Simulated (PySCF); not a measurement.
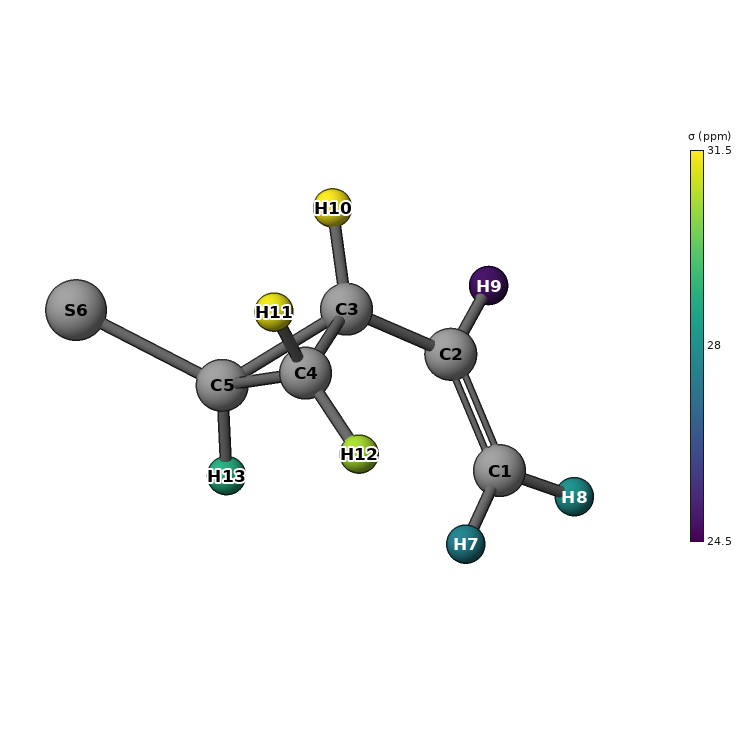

Atoms are coloured by their isotropic NMR shieldings (H only, the others grey). State: charge −1, singlet. The geometry was computed by an optimisation with GFN2-xTB. No frequency run is at hand to confirm it as a minimum. Properties computed with GIAO PBE0/pcSseg-1 NMR shielding, non-relativistic, gas phase (PySCF 2.14.0).

Give the isotropic NMR shieldings of the H atoms atom by atom.

```
atom  σ (ppm)
  H7    27.60
  H8    28.02
  H9    24.89
 H10    31.42
 H11    31.27
 H12    30.58
 H13    28.89
```
